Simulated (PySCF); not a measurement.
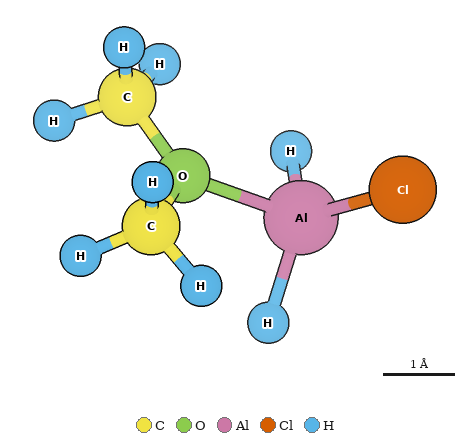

Fig. 1: The starting structure (ball-and-stick view, seen at a tilt). Sticks mark near contacts.

**Run report: C$_{2}$H$_{8}$AlClO, geometry relaxation**

The run: geometry relaxation of C$_{2}$H$_{8}$AlClO. Method and program: PBE0-D3(BJ)/def2-SVP geometry optimisation, gas phase (PySCF 2.14.0).

**What the program printed**
```
step   0  E = -858.15826452  max force = 0.027715
step   1  E = -858.16635921  max force = 0.006827
step   2  E = -858.16675029  max force = 0.002487
step   3  E = -858.16685874  max force = 0.002005
step   4  E = -858.16694315  max force = 0.003765
step   5  E = -858.16707897  max force = 0.003631
step   6  E = -858.16740518  max force = 0.003049
step   7  E = -858.16777028  max force = 0.003459
step   8  E = -858.16813151  max force = 0.006496
step   9  E = -858.15894094  max force = 0.033000
step  10  E = -858.16794778  max force = 0.010269
step  11  E = -858.16830314  max force = 0.005137
step  12  E = -858.16861783  max force = 0.001037
step  13  E = -858.16865584  max force = 0.001021
step  14  E = -858.16866186  max force = 0.000522
step  15  E = -858.16866406  max force = 0.000441
optimisation converged
```

**Trajectory as extended XYZ (Å, eV, eV/Å), 16 frames, from step=0 to step=15**
```
13
Properties=species:S:1:pos:R:3:forces:R:3 step=0 energy=-23351.67580
C    -0.9405   -1.0842   -0.5418   -1.1279   1.1736  -0.2832
O    -0.1244   -0.0729   -0.0013   -0.1368   0.3670  -0.0467
C    -0.7422    1.2007    0.0976    0.9977   0.1283   1.1715
Al    1.7652   -0.2272    0.5282   -1.1545  -1.0095   1.2823
Cl    2.7631    0.8723   -0.8560    1.0250   1.1186  -1.4252
H    -1.8375   -1.2125    0.0921    0.1832  -0.1756  -0.0080
H    -1.2795   -0.7786   -1.5503    0.0855  -0.1375   0.0641
H    -0.3556   -1.9672   -0.6010    0.6436  -1.1852   0.0071
H    -1.6048    1.1646    0.7721   -0.2271  -0.1302   0.0211
H     0.0211    1.8618    0.5602   -0.3791  -0.1150  -0.2433
H    -1.0132    1.5782   -0.8718   -0.2637   0.2423  -0.8536
H     1.8078   -1.7780    0.4322    0.1942  -0.6130  -0.1395
H     1.5462    0.4261    1.9297    0.1598   0.3362   0.4534
13
Properties=species:S:1:pos:R:3:forces:R:3 step=1 energy=-23351.89607
C    -0.9976   -0.9547   -0.9036    0.2803  -0.3511  -0.0449
O    -0.2563    0.0707   -0.2601    0.0546  -0.1607   0.0894
C    -0.9288    1.3146   -0.1466   -0.1765   0.0504  -0.3145
Al    1.6117   -0.1807    0.3496    0.0824   0.1413  -0.0954
Cl    2.6411    0.9811   -1.1620   -0.1116  -0.1662   0.1507
H    -1.9092   -1.1793   -0.3326   -0.0770   0.0235   0.0532
H    -1.2567   -0.6520   -1.9273   -0.0306   0.0686  -0.0736
H    -0.3540   -1.8547   -0.9392   -0.1793   0.3061   0.0481
H    -1.8470    1.1888    0.4466   -0.0316  -0.0162   0.0174
H    -0.2641    2.0200    0.3578    0.1449   0.0277   0.0557
H    -1.1815    1.6976   -1.1549    0.0717  -0.0626   0.2093
H     1.7329   -1.7754    0.2178   -0.0373   0.1767  -0.0235
H     1.5278    0.5557    1.7661    0.0100  -0.0374  -0.0719
13
Properties=species:S:1:pos:R:3:forces:R:3 step=2 energy=-23351.90671
C    -0.9988   -0.9599   -0.9038    0.0203  -0.0459  -0.0585
O    -0.2607    0.0636   -0.2549    0.0112  -0.1239   0.0908
C    -0.9272    1.3108   -0.1437    0.0188   0.0657  -0.0134
Al    1.6055   -0.1704    0.3508    0.0713   0.1222  -0.1279
Cl    2.6295    0.9540   -1.1809   -0.0668  -0.0753   0.0859
H    -1.9157   -1.1803   -0.3346   -0.0065   0.0184  -0.0088
H    -1.2530   -0.6484   -1.9293   -0.0094   0.0010   0.0129
H    -0.3575   -1.8501   -0.9336   -0.0251   0.0323   0.0109
H    -1.8487    1.1921    0.4480    0.0086  -0.0040  -0.0026
H    -0.2450    2.0009    0.3674   -0.0173   0.0061   0.0036
H    -1.1675    1.7010   -1.1454    0.0197  -0.0060   0.0151
H     1.7254   -1.7522    0.2126   -0.0253   0.0029   0.0063
H     1.5318    0.5708    1.7590    0.0006   0.0065  -0.0143
13
Properties=species:S:1:pos:R:3:forces:R:3 step=3 energy=-23351.90966
C    -1.0025   -0.9618   -0.9023   -0.0608   0.1031  -0.0435
O    -0.2614    0.0556   -0.2458   -0.0283  -0.0685   0.0959
C    -0.9185    1.3092   -0.1364    0.0408   0.0161   0.0493
Al    1.6066   -0.1675    0.3440    0.0163   0.0723  -0.0834
Cl    2.6096    0.9313   -1.2096   -0.0116  -0.0317   0.0162
H    -1.9242   -1.1762   -0.3379    0.0106   0.0086  -0.0122
H    -1.2525   -0.6417   -1.9267    0.0045  -0.0161   0.0176
H    -0.3675   -1.8521   -0.9325    0.0386  -0.0667   0.0035
H    -1.8444    1.1952    0.4494    0.0076   0.0050  -0.0095
H    -0.2340    1.9931    0.3816   -0.0293  -0.0148  -0.0038
H    -1.1471    1.7027   -1.1370   -0.0034   0.0216  -0.0500
H     1.7092   -1.7485    0.2244    0.0070  -0.0474   0.0082
H     1.5448    0.5925    1.7405    0.0077   0.0185   0.0116
13
Properties=species:S:1:pos:R:3:forces:R:3 step=4 energy=-23351.91196
C    -1.0171   -0.9557   -0.8974   -0.0705   0.1936  -0.0226
O    -0.2657    0.0406   -0.2190   -0.1360   0.0540   0.0925
C    -0.9040    1.3069   -0.1193    0.0679  -0.0310   0.0996
Al    1.6102   -0.1662    0.3297   -0.0338  -0.0769   0.0077
Cl    2.5755    0.8486   -1.2860    0.0682   0.0659  -0.0959
H    -1.9502   -1.1565   -0.3469    0.0234  -0.0065  -0.0052
H    -1.2517   -0.6159   -1.9191    0.0271  -0.0325   0.0082
H    -0.3976   -1.8537   -0.9299    0.0732  -0.1501  -0.0107
H    -1.8432    1.2047    0.4468    0.0008   0.0110  -0.0214
H    -0.2200    1.9761    0.4182   -0.0266  -0.0172  -0.0040
H    -1.1018    1.7082   -1.1218   -0.0173   0.0377  -0.0937
H     1.6928   -1.7501    0.2588    0.0214  -0.0752   0.0276
H     1.5911    0.6448    1.6974    0.0021   0.0272   0.0180
13
Properties=species:S:1:pos:R:3:forces:R:3 step=5 energy=-23351.91566
C    -1.0290   -0.9497   -0.8947   -0.0536   0.1867  -0.0136
O    -0.2769    0.0310   -0.1943   -0.1043   0.0984   0.1103
C    -0.8885    1.3125   -0.1037    0.0184  -0.0694   0.0428
Al    1.6078   -0.1754    0.3160   -0.0642  -0.1515   0.0862
Cl    2.5429    0.7766   -1.3479    0.1067   0.1028  -0.1533
H    -1.9743   -1.1400   -0.3624    0.0147  -0.0141  -0.0037
H    -1.2405   -0.5996   -1.9177    0.0303  -0.0305  -0.0049
H    -0.4214   -1.8574   -0.9230    0.0505  -0.1120  -0.0044
H    -1.8434    1.2281    0.4379   -0.0080   0.0079  -0.0242
H    -0.2042    1.9626    0.4559   -0.0116  -0.0228  -0.0034
H    -1.0515    1.7233   -1.1096   -0.0115   0.0311  -0.0695
H     1.6718   -1.7640    0.3007    0.0305  -0.0464   0.0200
H     1.6253    0.6836    1.6543    0.0022   0.0198   0.0177
13
Properties=species:S:1:pos:R:3:forces:R:3 step=6 energy=-23351.92453
C    -1.0455   -0.9287   -0.8915    0.0720  -0.0405   0.0021
O    -0.2908    0.0197   -0.1513   -0.1377   0.1169   0.0527
C    -0.8745    1.3159   -0.0906    0.0165  -0.0121  -0.0179
Al    1.6082   -0.1994    0.3071   -0.0504  -0.1565   0.1409
Cl    2.5111    0.6895   -1.4109    0.0857   0.0821  -0.1568
H    -2.0131   -1.0979   -0.3948   -0.0051  -0.0052  -0.0018
H    -1.2084   -0.5659   -1.9182    0.0281  -0.0055  -0.0186
H    -0.4645   -1.8586   -0.9090   -0.0192  -0.0035   0.0020
H    -1.8569    1.2551    0.4017   -0.0151  -0.0052  -0.0181
H    -0.2036    1.9472    0.5037    0.0090   0.0032   0.0081
H    -0.9779    1.7307   -1.1056    0.0084   0.0045   0.0115
H     1.6597   -1.7924    0.3637    0.0162   0.0244  -0.0127
H     1.6745    0.7166    1.6073   -0.0084  -0.0028   0.0087
13
Properties=species:S:1:pos:R:3:forces:R:3 step=7 energy=-23351.93447
C    -1.0514   -0.9148   -0.8910    0.0911  -0.1778  -0.0017
O    -0.3192    0.0155   -0.1068    0.0336   0.0472   0.0583
C    -0.8629    1.3299   -0.0775   -0.0633  -0.0006  -0.1471
Al    1.5938   -0.2261    0.3060    0.0110  -0.0772   0.0954
Cl    2.4715    0.6108   -1.4640   -0.0034   0.0190  -0.0626
H    -2.0497   -1.0607   -0.4523   -0.0281   0.0160  -0.0044
H    -1.1395   -0.5563   -1.9276    0.0121   0.0213  -0.0290
H    -0.4968   -1.8656   -0.8735   -0.0574   0.1325   0.0219
H    -1.8773    1.2985    0.3474   -0.0184  -0.0106  -0.0046
H    -0.2130    1.9369    0.5622    0.0332   0.0044   0.0235
H    -0.8880    1.7515   -1.0973    0.0196  -0.0213   0.0889
H     1.6454   -1.8198    0.4109   -0.0132   0.0772  -0.0301
H     1.7054    0.7319    1.5751   -0.0168  -0.0302  -0.0085
13
Properties=species:S:1:pos:R:3:forces:R:3 step=8 energy=-23351.94430
C    -1.0536   -0.8861   -0.8860    0.1152  -0.3340   0.0008
O    -0.3443    0.0032   -0.0361   -0.0387   0.0747  -0.0716
C    -0.8502    1.3326   -0.0642    0.0171   0.0939  -0.0341
Al    1.5824   -0.2571    0.3091    0.0570   0.0030   0.0414
Cl    2.3849    0.5026   -1.5411   -0.0765  -0.0333  -0.0011
H    -2.0905   -0.9846   -0.5318   -0.0195   0.0328  -0.0089
H    -1.0336   -0.5242   -1.9252    0.0125   0.0248  -0.0118
H    -0.5503   -1.8635   -0.8267   -0.0594   0.1228   0.0064
H    -1.9015    1.3313    0.2605   -0.0056  -0.0134   0.0044
H    -0.2447    1.9204    0.6347    0.0107   0.0314   0.0194
H    -0.7642    1.7514   -1.0817    0.0200  -0.0295   0.0882
H     1.6290   -1.8446    0.4678   -0.0218   0.0653  -0.0270
H     1.7549    0.7504    1.5323   -0.0110  -0.0386  -0.0062
13
Properties=species:S:1:pos:R:3:forces:R:3 step=9 energy=-23351.69421
C    -1.0244   -0.7330   -0.8569   -0.0878  -1.6969  -0.0889
O    -0.4196   -0.0469    0.2321   -0.5650   0.4778  -1.2654
C    -0.8121    1.2964   -0.0318    0.4298   1.0310   1.1080
Al    1.5345   -0.3661    0.3311    0.1757   0.1097  -0.0824
Cl    1.9488    0.0779   -1.7719    0.0943   0.0221   0.2875
H    -2.1150   -0.5951   -0.8159    0.0513  -0.0181   0.0331
H    -0.6099   -0.3813   -1.8152   -0.0705  -0.0130   0.1041
H    -0.7878   -1.7988   -0.7313   -0.0569  -0.0413  -0.1144
H    -1.9095    1.3454   -0.0912    0.0802   0.0351   0.0809
H    -0.4450    1.8926    0.8126   -0.0740   0.2048  -0.0625
H    -0.3583    1.6557   -0.9692    0.0068  -0.0581   0.0272
H     1.6013   -1.9139    0.6717   -0.0256  -0.0063   0.0093
H     1.9154    0.7989    1.3475    0.0416  -0.0469  -0.0365
13
Properties=species:S:1:pos:R:3:forces:R:3 step=10 energy=-23351.93930
C    -1.0369   -0.8365   -0.8768    0.0556  -0.5280  -0.0264
O    -0.3883   -0.0101    0.0804   -0.1688   0.1214  -0.3555
C    -0.8314    1.3367   -0.0425    0.1389   0.2654   0.2803
Al    1.5531   -0.3065    0.3191    0.0943   0.1186  -0.1038
Cl    2.1789    0.3130   -1.6687   -0.1094  -0.0564   0.2243
H    -2.1210   -0.8361   -0.6882    0.0135   0.0428  -0.0074
H    -0.8143   -0.4901   -1.8985    0.0000   0.0177   0.0283
H    -0.6416   -1.8524   -0.7416   -0.0379   0.0210  -0.0346
H    -1.9223    1.3743    0.0960    0.0247  -0.0090   0.0196
H    -0.3281    1.9041    0.7497   -0.0400   0.0750  -0.0224
H    -0.5545    1.7439   -1.0282    0.0250  -0.0367   0.0142
H     1.5956   -1.8781    0.5503   -0.0188   0.0007   0.0023
H     1.8289    0.7694    1.4604    0.0228  -0.0326  -0.0188
13
Properties=species:S:1:pos:R:3:forces:R:3 step=11 energy=-23351.94897
C    -1.0097   -0.8906   -0.8904   -0.1407   0.1681  -0.1128
O    -0.3867    0.0207    0.0073    0.1572  -0.1308   0.1207
C    -0.8490    1.3648   -0.0551   -0.0403  -0.0337   0.0402
Al    1.5408   -0.2825    0.3335    0.0174   0.2433  -0.2642
Cl    2.2259    0.4408   -1.6033   -0.0809  -0.0934   0.2478
H    -2.0906   -0.9314   -0.6837    0.0263   0.0361  -0.0183
H    -0.8196   -0.5862   -1.9327   -0.0257  -0.0131   0.0335
H    -0.5594   -1.8697   -0.7046    0.0303  -0.1030   0.0026
H    -1.9331    1.3874    0.1353    0.0300   0.0004   0.0137
H    -0.3132    1.9163    0.7285   -0.0523   0.0005  -0.0226
H    -0.6206    1.8026   -1.0365    0.0289   0.0150  -0.0871
H     1.5700   -1.8592    0.4655    0.0076  -0.0939   0.0480
H     1.7634    0.7189    1.5478    0.0424   0.0045  -0.0014
13
Properties=species:S:1:pos:R:3:forces:R:3 step=12 energy=-23351.95753
C    -1.0348   -0.8788   -0.8913   -0.0066  -0.0088  -0.0054
O    -0.3731    0.0040    0.0096    0.0111  -0.0141  -0.0124
C    -0.8397    1.3483   -0.0531    0.0013   0.0056   0.0029
Al    1.5566   -0.2765    0.3265    0.0243   0.0241  -0.0533
Cl    2.2561    0.4101   -1.5977   -0.0513  -0.0261   0.0359
H    -2.1067   -0.9112   -0.6454    0.0007   0.0100  -0.0091
H    -0.8859   -0.5438   -1.9296    0.0130   0.0004  -0.0012
H    -0.5914   -1.8728   -0.7567    0.0117   0.0086   0.0191
H    -1.9184    1.3677    0.1613   -0.0034   0.0037  -0.0012
H    -0.2954    1.9142    0.7127    0.0033  -0.0059  -0.0027
H    -0.6343    1.7733   -1.0479    0.0059   0.0071   0.0029
H     1.5928   -1.8560    0.5079   -0.0098  -0.0012   0.0128
H     1.7924    0.7533    1.5152   -0.0002  -0.0034   0.0116
13
Properties=species:S:1:pos:R:3:forces:R:3 step=13 energy=-23351.95856
C    -1.0289   -0.8679   -0.8927   -0.0048  -0.0236  -0.0104
O    -0.3863    0.0023    0.0348   -0.0247  -0.0008  -0.0431
C    -0.8318    1.3531   -0.0488    0.0172   0.0219   0.0439
Al    1.5447   -0.2908    0.3322    0.0134   0.0312  -0.0488
Cl    2.1909    0.3551   -1.6264   -0.0148  -0.0170   0.0525
H    -2.1118   -0.8686   -0.6991    0.0026   0.0065  -0.0025
H    -0.8179   -0.5452   -1.9242    0.0063  -0.0022   0.0043
H    -0.6186   -1.8712   -0.7282    0.0002  -0.0136   0.0030
H    -1.9193    1.3862    0.1132    0.0017   0.0015  -0.0009
H    -0.3168    1.9089    0.7440   -0.0043   0.0079  -0.0071
H    -0.5716    1.7776   -1.0308    0.0043  -0.0017  -0.0089
H     1.5735   -1.8662    0.5411   -0.0031  -0.0073   0.0122
H     1.8121    0.7585    1.4965    0.0059  -0.0027   0.0060
13
Properties=species:S:1:pos:R:3:forces:R:3 step=14 energy=-23351.95873
C    -1.0281   -0.8673   -0.8962   -0.0049  -0.0027  -0.0022
O    -0.3904    0.0031    0.0352   -0.0073  -0.0026  -0.0212
C    -0.8291    1.3562   -0.0506    0.0050   0.0059   0.0193
Al    1.5397   -0.2938    0.3374    0.0063   0.0152  -0.0223
Cl    2.1852    0.3429   -1.6224   -0.0015  -0.0070   0.0269
H    -2.1132   -0.8579   -0.7161    0.0004   0.0023  -0.0030
H    -0.8010   -0.5514   -1.9263    0.0042  -0.0025   0.0007
H    -0.6274   -1.8728   -0.7208   -0.0022  -0.0080   0.0015
H    -1.9179    1.3937    0.1012    0.0011   0.0024  -0.0017
H    -0.3195    1.9094    0.7474    0.0004   0.0025  -0.0041
H    -0.5577    1.7804   -1.0298    0.0009   0.0000  -0.0069
H     1.5639   -1.8685    0.5545   -0.0029  -0.0043   0.0083
H     1.8136    0.7580    1.4981    0.0004  -0.0012   0.0048
13
Properties=species:S:1:pos:R:3:forces:R:3 step=15 energy=-23351.95879
C    -1.0279   -0.8675   -0.9026    0.0014   0.0179   0.0094
O    -0.3948    0.0047    0.0309    0.0147  -0.0060   0.0093
C    -0.8248    1.3608   -0.0569   -0.0099  -0.0136  -0.0202
Al    1.5326   -0.2976    0.3481   -0.0062  -0.0083   0.0227
Cl    2.1910    0.3320   -1.6064    0.0104   0.0029  -0.0133
H    -2.1152   -0.8449   -0.7386   -0.0033  -0.0002  -0.0030
H    -0.7818   -0.5629   -1.9316    0.0022  -0.0007  -0.0054
H    -0.6401   -1.8757   -0.7121   -0.0048   0.0065   0.0002
H    -1.9143    1.4050    0.0875   -0.0009   0.0014  -0.0018
H    -0.3175    1.9111    0.7444    0.0063  -0.0020   0.0010
H    -0.5441    1.7836   -1.0344   -0.0024  -0.0009   0.0009
H     1.5475   -1.8719    0.5752   -0.0008   0.0033  -0.0015
H     1.8078    0.7549    1.5082   -0.0067  -0.0004   0.0017
```

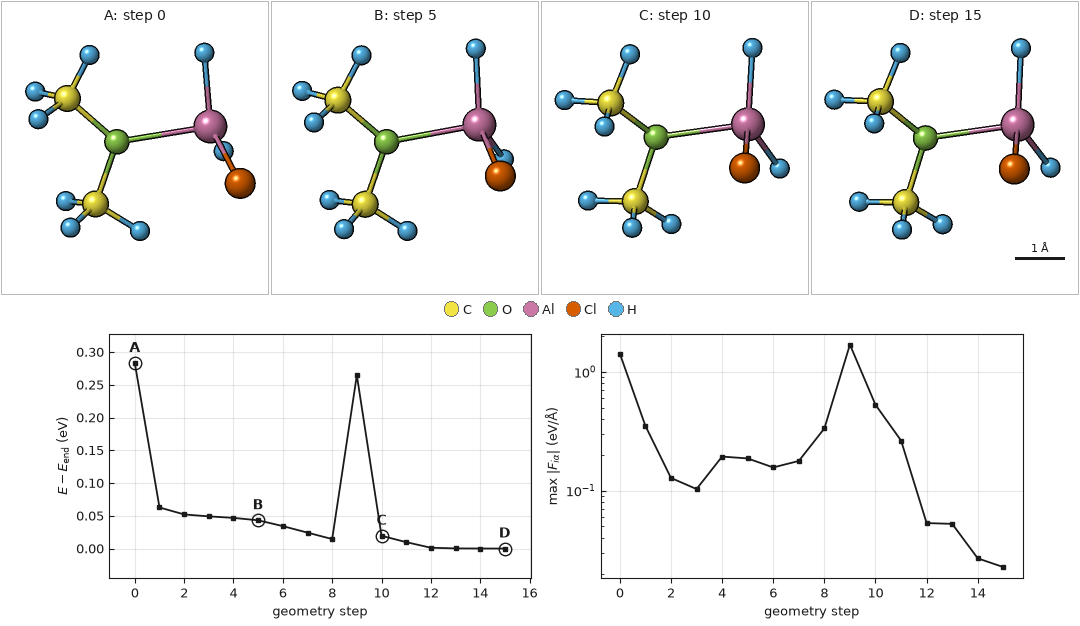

Fig. 2: Frames of the relaxation (ball-and-stick view, seen at a tilt) above the curves, on which the letters mark them (steps are counted from 0).

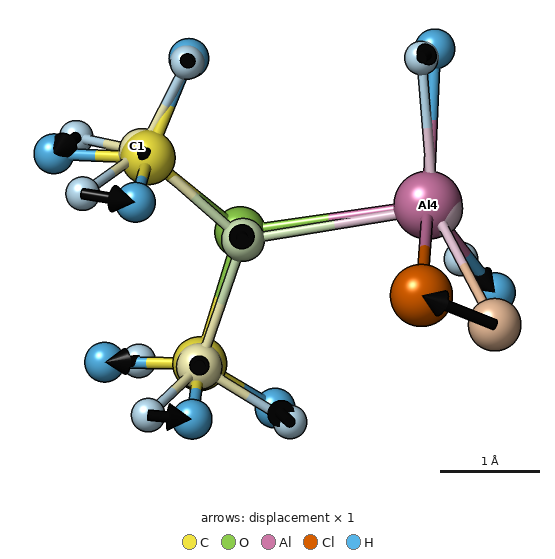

Fig. 3: Start (faint) and end (solid) with the displacements as black arrows, at true length (ball-and-stick view, seen at a tilt). The two geometries are laid on each other by the best rigid fit. The largest move after the best rigid fit is that of Cl5, 0.90 Å. Largest moves by element: Cl 0.90 Å, H 0.64 Å, O 0.35 Å, C 0.22 Å, Al 0.07 Å. Among the contacts that change: Al4–Cl5 2.030 → 2.156 Å, Al4–H12 1.554 → 1.591 Å, C1–H8 1.061 → 1.097 Å, Al4–H13 1.562 → 1.590 Å. Among the angles that change: C1–O2–Al4 127.1° → 116.4°, O2–Al4–Cl5 104.2° → 96.2°, O2–Al4–H13 94.2° → 100.6°. The energy falls by 0.283 eV in 15 geometry steps. Largest force component: 1.4 eV/Å at the start, 0.023 eV/Å at the end. (Atoms are counted from 1 in the order of the input.)

The run was set up as follows.

**Input**
```
{"job": {"xc": "PBE0", "basis": "def2-SVP", "d3": "d3bj", "grid": 1, "shake": 0.01, "kind": "geom"}, "charge": 0, "multiplicity": 1}
C     -0.940490    -1.084160    -0.541840
O     -0.124370    -0.072910    -0.001250
C     -0.742200     1.200720     0.097570
Al     1.765180    -0.227210     0.528240
Cl     2.763130     0.872270    -0.856040
H     -1.837510    -1.212500     0.092050
H     -1.279520    -0.778650    -1.550280
H     -0.355580    -1.967200    -0.601010
H     -1.604810     1.164640     0.772050
H      0.021140     1.861810     0.560200
H     -1.013170     1.578190    -0.871810
H      1.807800    -1.777980     0.432160
H      1.546230     0.426100     1.929650
```

The first line tells a small driver script what to run in PySCF; the rest is the geometry in Å.

Command:
```bash
OMP_NUM_THREADS=1 python <driver script> task.json out
```

**Results in brief**

| quantity | value |
| --- | --- |
| outcome | converged |
| total energy | −858.168664 hartree |
| dipole moment | 5.35 D |
| point group | C1 |
| hardware | 1 CPU thread, shared host |
| wall time | 89 s |
| peak memory | 0.52 GiB |
